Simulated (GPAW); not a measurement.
# Screening of a field by Nb2NS2 MXene monolayer, part 2 of 2

Aim: the dipole that a field along the normal induces in Nb2NS2 MXene monolayer.

GPAW 26.7.0; GPAW, PAW setups; layer in a repeated cell with vacuum, relaxation of atoms and in-plane cell (the session's first sound run).

So far. Step 4 (In a field): The dipole is now -0.0764 e Å, against -3.0e-4 in the run without a field. Step 5 (Field on): The dipole is now -0.0382 e Å, against -3.0e-4 in the run without a field.

**8. In a field**

Level of this step: GPAW, PAW setups; slab in vacuum (GPAW).

The input, run.py:

```python
import json
import numpy as np
from ase import Atoms
from gpaw import GPAW, PW
from gpaw.external import ConstantElectricField

slab = Atoms(
    ['S', 'Nb', 'N', 'Nb', 'S'],
    positions=[
        [-0.00000, 1.89397, 7.00000],
        [1.64022, 0.94698, 8.61109],
        [0.00000, -0.00000, 9.75574],
        [-0.00000, 1.89397, 10.90039],
        [1.64022, 0.94698, 12.51148]],
    cell=[[3.28045, -0.0, 0.0], [-1.64022, 2.84095, 0.0], [0.0, 0.0, 19.5115]],
    pbc=[True, True, False])

slab.calc = GPAW(mode=PW(500), xc='PBE', kpts={'size': (12, 12, 1), 'gamma': True},
                 occupations={'name': 'fermi-dirac', 'width': 0.05}, nbands='160%',
                 convergence={'density': 1e-05}, maxiter=200,
                 poissonsolver={'dipolelayer': 'xy'},
                 external=ConstantElectricField(0.1, [0, 0, 1]),
                 symmetry={'tolerance': 1e-3}, txt='slab.txt')
result = {}
energy = slab.get_potential_energy()
fermi = slab.calc.get_fermi_level()
v = slab.calc.get_electrostatic_potential().mean((0, 1)) - fermi
n = slab.calc.get_pseudo_density().mean((0, 1))
L = slab.cell[2, 2]
z = np.arange(len(v)) * L / len(v)
low, high = slab.positions[:, 2].min(), slab.positions[:, 2].max()
below, above = np.interp([low - 4.8, high + 4.8], z, v)
slopes = [np.interp(x, z, np.gradient(v, z)) for x in (low - 4.8, high + 4.8)]
eps = np.array([[slab.calc.get_eigenvalues(k, s) for k in range(len(slab.calc.get_ibz_k_points()))]
                for s in range(slab.calc.get_number_of_spins())]) - fermi
top, bottom = eps[eps < 0].max(), eps[eps > 0].min()
dipole = slab.get_dipole_moment()[2]
print(f'energy {energy:.4f} eV, Fermi level {fermi:.4f} eV, dipole {dipole:.5f} e A')
print(f'potential 4.8 A off the faces, from the Fermi level: lower {below:.4f} eV, upper {above:.4f} eV')
print(f'slope of the potential there: lower {slopes[0]:.5f}, upper {slopes[1]:.5f} eV/A')
print(f'nearest levels on the mesh: {top:.4f} and {bottom:.4f} eV')
print('magnetic moment', round(slab.get_magnetic_moment(), 3))
result.update(energy=energy, fermi=fermi, dipole=dipole, below=below, above=above, slopes=slopes, edges=[top, bottom],
              z=z.tolist(), v=v.tolist(), n=n.tolist(), positions=slab.positions.tolist(),
              forces=slab.get_forces(apply_constraint=False).tolist(), moments=slab.get_magnetic_moments().tolist())
json.dump(result, open('result.json', 'w'))
```

Started as:

```bash
> OMP_NUM_THREADS=1 OPENBLAS_NUM_THREADS=1 python run.py
```

What it wrote:

```text
energy -42.1480 eV, Fermi level 1.0091 eV, dipole 0.03818 e A
potential 4.8 A off the faces, from the Fermi level: lower 5.7798 eV, upper 5.0384 eV
slope of the potential there: lower -0.00034, upper 0.00039 eV/A
nearest levels on the mesh: -0.0585 and 0.1538 eV
magnetic moment 0.0
```

Wall time 4.3 min (1 thread of Arm Neoverse V2, shared host); peak memory 0.53 GiB.

The electrostatic potential energy of an electron (without an applied field's), less the Fermi level, planar mean oscillates, so the rows of the table below give means over windows of 1.67 Å about each position, cut where the curve ends. Its maxima inside the range that stand out by 2 % of the span (Å: eV): 7.7: -5.32, 9.4: -9.72, 10.1: -9.79, 11.8: -5.72. Its minima: 7.0: -17.1, 8.6: -21.8, 9.8: -14.0, 10.9: -22.1, 12.5: -17.7.

The electrostatic potential energy of an electron (without an applied field's), less the Fermi level, planar mean by z; means over each step:

| z (Å) | electrostatic potential energy of an electron (without an applied field's), less the Fermi level, planar mean (eV) |
| --- | --- |
| 0.83 | 5.74 |
| 2.50 | 5.78 |
| 4.17 | 5.76 |
| 5.84 | 2.65 |
| 7.51 | -11.1 |
| 9.18 | -15.0 |
| 10.86 | -14.8 |
| 12.52 | -8.78 |
| 14.20 | 4.43 |
| 15.86 | 5.04 |
| 17.54 | 5.04 |
| 19.20 | 5.08 |

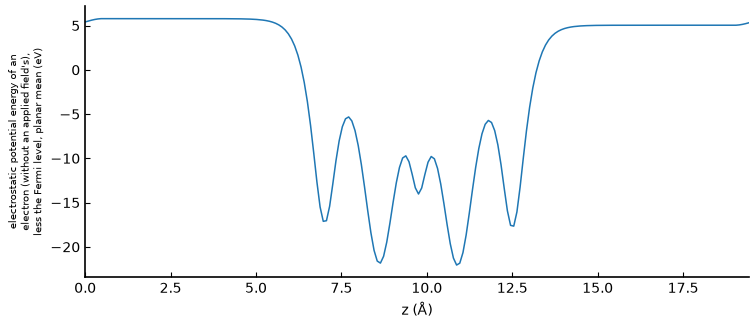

Electrostatic potential energy of an electron (without an applied field's), less the Fermi level, planar mean, plotted against z.

The dipole is now 0.0382 e Å, against -3.0e-4 in the run without a field.

**9. In a field**

Edit run.py of step 8 so:

```diff
@@ -21,3 +21,3 @@
                  poissonsolver={'dipolelayer': 'xy'},
-                 external=ConstantElectricField(0.1, [0, 0, 1]),
+                 external=ConstantElectricField(0.2, [0, 0, 1]),
                  symmetry={'tolerance': 1e-3}, txt='slab.txt')
```

What it wrote:

```text
energy -42.1538 eV, Fermi level 1.0082 eV, dipole 0.07636 e A
potential 4.8 A off the faces, from the Fermi level: lower 6.1520 eV, upper 4.6693 eV
slope of the potential there: lower -0.00032, upper 0.00041 eV/A
nearest levels on the mesh: -0.0585 and 0.1538 eV
magnetic moment 0.0
```

Elapsed: 4.6 min, on 1 thread; peak memory 0.53 GiB.

The electrostatic potential energy of an electron (without an applied field's), less the Fermi level, planar mean oscillates, so the rows of the table below give means over windows of 1.67 Å about each position, cut where the curve ends. Its maxima inside the range that stand out by 2 % of the span (Å: eV): 1.3: 6.15, 7.7: -5.12, 9.4: -9.68, 10.1: -9.83, 11.8: -5.92. Its minima: 7.0: -16.8, 8.6: -21.7, 9.8: -14.0, 10.9: -22.2, 12.5: -17.9.

Table of electrostatic potential energy of an electron (without an applied field's), less the Fermi level, planar mean by z; means over each step:

| z (Å) | electrostatic potential energy of an electron (without an applied field's), less the Fermi level, planar mean (eV) |
| --- | --- |
| 0.83 | 6.07 |
| 2.50 | 6.15 |
| 4.17 | 6.13 |
| 5.84 | 3.00 |
| 7.51 | -10.9 |
| 9.18 | -15.0 |
| 10.86 | -14.9 |
| 12.52 | -9.04 |
| 14.20 | 4.07 |
| 15.86 | 4.67 |
| 17.54 | 4.67 |
| 19.20 | 4.75 |

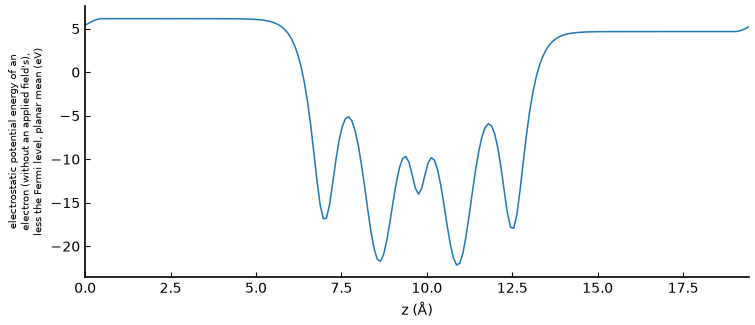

Electrostatic potential energy of an electron (without an applied field's), less the Fermi level, planar mean against z.

The dipole is now 0.0764 e Å, against -3.0e-4 in the run without a field.

**10. Field on**

Edit run.py of step 9 so:

```diff
@@ -21,3 +21,3 @@
                  poissonsolver={'dipolelayer': 'xy'},
-                 external=ConstantElectricField(0.2, [0, 0, 1]),
+                 external=ConstantElectricField(0.3, [0, 0, 1]),
                  symmetry={'tolerance': 1e-3}, txt='slab.txt')
```

What it wrote:

```text
energy -42.1633 eV, Fermi level 1.0067 eV, dipole 0.11456 e A
potential 4.8 A off the faces, from the Fermi level: lower 6.5255 eV, upper 4.3011 eV
slope of the potential there: lower -0.00030, upper 0.00044 eV/A
nearest levels on the mesh: -0.0585 and 0.1538 eV
magnetic moment 0.0
```

Run time: 4.6 min. Hardware: 1 thread; peak memory 0.53 GiB.

The electrostatic potential energy of an electron (without an applied field's), less the Fermi level, planar mean oscillates, so the rows of the table below give means over windows of 1 Å about each position, cut where the curve ends. Its maxima inside the range that stand out by 2 % of the span (Å: eV): 1.3: 6.53, 7.7: -4.93, 9.4: -9.65, 10.1: -9.87, 11.8: -6.12. Its minima: 7.0: -16.6, 8.6: -21.6, 9.8: -14.0, 10.9: -22.3, 12.5: -18.2.

Table of electrostatic potential energy of an electron (without an applied field's), less the Fermi level, planar mean by z; means over each step:

| z (Å) | electrostatic potential energy of an electron (without an applied field's), less the Fermi level, planar mean (eV) |
| --- | --- |
| 0 | 6.11 |
| 1 | 6.53 |
| 2 | 6.53 |
| 3 | 6.52 |
| 4 | 6.52 |
| 5 | 6.39 |
| 6 | 3.51 |
| 7 | -11.3 |
| 8 | -10.4 |
| 9 | -15.4 |
| 10 | -12.0 |
| 11 | -18.1 |
| 12 | -10.2 |
| 13 | -6.61 |
| 14 | 3.70 |
| 15 | 4.28 |
| 16 | 4.30 |
| 17 | 4.30 |
| 18 | 4.30 |
| 19 | 4.43 |

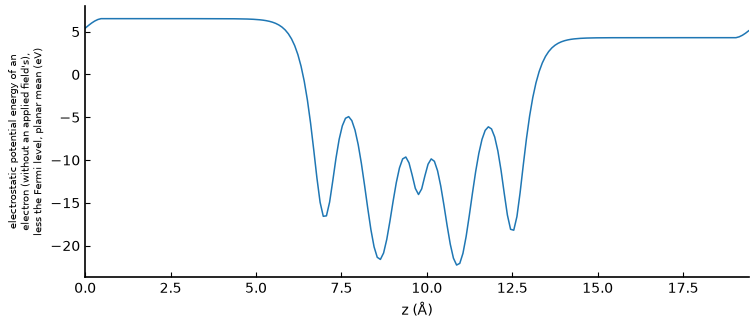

Electrostatic potential energy of an electron (without an applied field's), less the Fermi level, planar mean, plotted against z.

The dipole is now 0.115 e Å, against -3.0e-4 in the run without a field.

**11. The series**

The members are put on one axis.

This step: induced dipole against applied field (GPAW 26.7.0).

The dipole along the normal by field:

| field (V/Å) | dipole along the normal (e·Å) |
| --- | --- |
| -0.200 | -0.0764 |
| -0.100 | -0.0382 |
| -0.050 | -0.0191 |
| 0.000 | -3.0e-4 |
| 0.050 | 0.0191 |
| 0.100 | 0.0382 |
| 0.200 | 0.0764 |
| 0.300 | 0.115 |

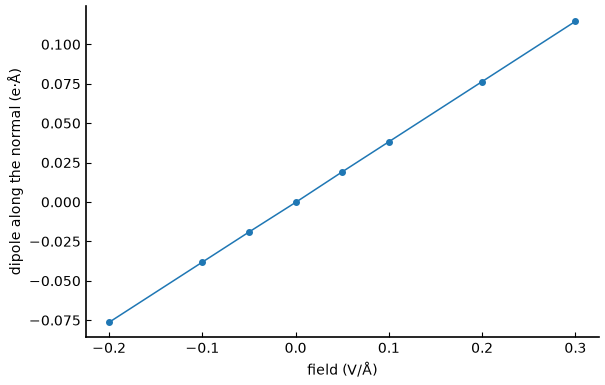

Dipole along the normal against field.

**12. Outcome**

```yaml
work_function_upper_and_lower_face: 5.412 and 5.405 eV
dipole_along_the_normal: -3.0e-4 e Å
induced_dipole_per_field: 0.382 e Å per V/Å
out_of_plane_polarisability_per_area_alpha_eps_0_a: 7.41 Å
```

The field induces 0.382 e Å per V/Å, a polarisable thickness α/(ε0 A) of 7.41 Å beside 5.51 Å between the outermost nuclei. A perfect conductor would give the distance between its two image planes; a dielectric of thickness t gives t(1 - 1/ε). The induced dipole is linear in the field over this range. The starting lattice was a guess from atomic radii; the relaxation moved it by 7 %. The small printed dipole stands for a step of 5.8 meV from the lower to the upper face, and the probes find 6.3 meV; values this small are near the numerical noise of both. The cell holds an odd number of electrons, so without spin polarisation it must come out metallic and without a moment, whatever its true state. The layer's cell and atoms come from the relaxation; spin-orbit coupling and temperature are left out.

[Logs are printed without paths, hosts, clocks, repeated set-up lines and the standing remarks that a program may print on its own settings, such as how far it seeks lower states.]

[Hosts, paths, dates, database ids (printed as entryN), source tags and the programs' standing remarks are cut or masked in the printed files.]
